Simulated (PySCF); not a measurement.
Sn(Cl)2(OSiH3)2, H6Cl2O2Si2Sn, SMILES [Cl][Sn]([O][SiH3])([Cl])[O][SiH3], B3LYP/def2-SVP optimised geometry. Atoms within 1.6 Å of the plane z = 0.0 Å (x, y, z in Å): Si1 (-2.97, 0.14, -0.34), O2 (-1.34, 0.26, 0.02), Sn3 (0.06, 1.63, 0.07), O6 (1.76, 0.68, 0.00), Si7 (2.25, -0.92, 0.00), H9 (-3.74, 1.27, 0.27), H10 (-3.46, -1.15, 0.21), H11 (1.75, -1.63, -1.21), H12 (1.75, -1.63, 1.21), H13 (3.74, -0.92, 0.00).

Calculation: B3LYP/def2-TZVP, def2 effective core potentials past Kr (PySCF). The core electrons that the potentials of Sn replace are not part of the density. Cells within 0.4 Å of a nucleus heavier than hydrogen are left out (blank, or x).

Map of the electron localisation function on the plane z = 0.0 Å:

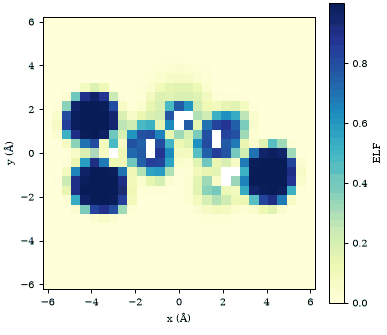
Figure. Electron localisation function on the plane z = 0.0 Å.
